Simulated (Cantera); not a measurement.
Feed: 1 mol TiO2, 2.8 mol CH4, 0.37 mol H2, equilibrated at 6.83 Torr.

Equilibrium computed with Cantera from the NASA thermochemical tables; the gas is ideal and each condensed phase is pure. Candidate condensed phases: C, C6H6, C7H8, C8H18, H2O, Ti, TiC, TiO, TiO2, Ti2O3, Ti3O5, Ti4O7; 113 gas species. Mutual solubility and eutectic melting of coexisting phases are not modelled. TiC, TiO: taken at fixed stoichiometry. Condensed phases not in the tables: solid solutions among these carbides, nitrides and lower oxides. Rates play no part.

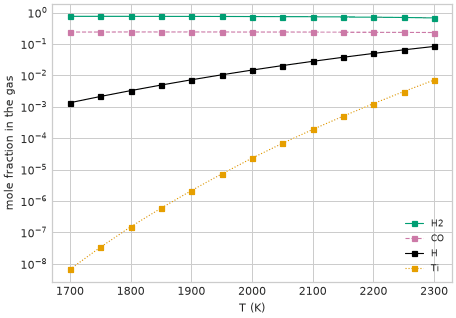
Figure: Equilibrium gas composition (values under 1e-9 drawn at 1e-9)

From 1700 K to 1750 K the condensed part is TiC(s) + Ti2O3(s). From 1800 K to 2000 K the condensed part is TiC(s) + TiO(s). From 2050 K to 2300 K the condensed part is TiC(s) + TiO(l). The main Ti-bearing gas is TiO at 1700 K and Ti at 2300 K.
